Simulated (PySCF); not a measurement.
CH$_{8}$AlAs, SMILES `[CH3][AlH2-][AsH3+]`.

PySCF calculation, HF/def2-SVPD, gas phase; geometry: GFN2-xTB. No frequency check shows the geometry to be a minimum. GFN2-xTB bond lengths at metals and heavier atoms can be off by up to 0.1 Å and shapes distorted, which carries into these values.

Cartesian coordinates (Å):

```
C1       2.3522    0.9601   -0.0009
Al2      1.4242   -0.7979   -0.0004
As3     -1.1147    0.1321    0.0005
H4       3.4473    0.9271    0.0007
H5       2.0692    1.5582   -0.8761
H6       2.0674    1.5573    0.8820
H7       1.1590   -1.6318   -1.2988
H8       1.1564   -1.6331    1.2996
H9      -1.6870   -0.7478    1.0526
H10     -2.3691    0.9687   -0.0095
H11     -1.6849   -0.7467   -1.0567
```

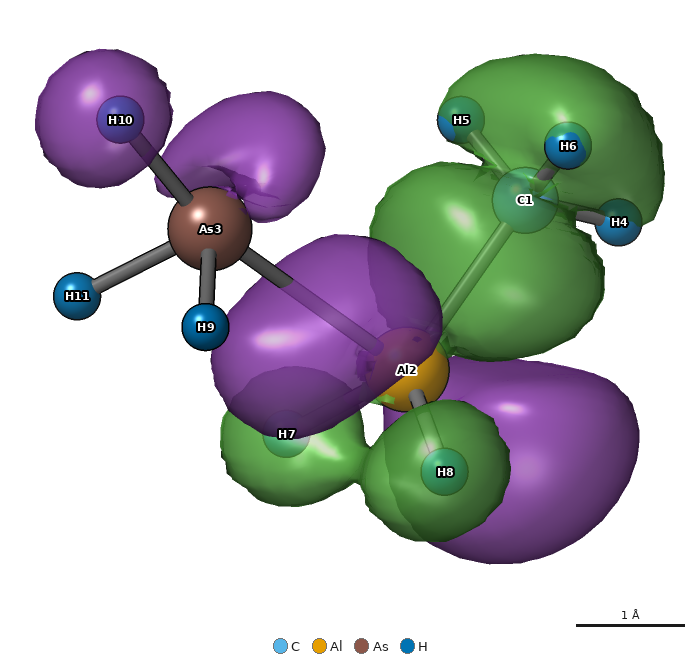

Unrelaxed difference density of S₂ less the ground state (TDHF singlet states), ±0.015 e/Å³; purple: gain, green: loss.

Question: How does the charge move on excitation?

Answer: 0.78 e is displaced in all, of which about 0.5 e passes between atoms: C1 (0.39 e) loses electrons and Al2 (0.29 e) and As3 (0.14 e) gain them. The state: 7.14 eV (174 nm), f = 0.015, σ → σ*; the leading pair carries 98 %; hole on C1 (44 %), Al2 (24 %) and H7 and H8 (7 % each), electron on Al2 (53 %), As3 (19 %) and H10 (6 %); their centroids lie 0.8 Å apart.
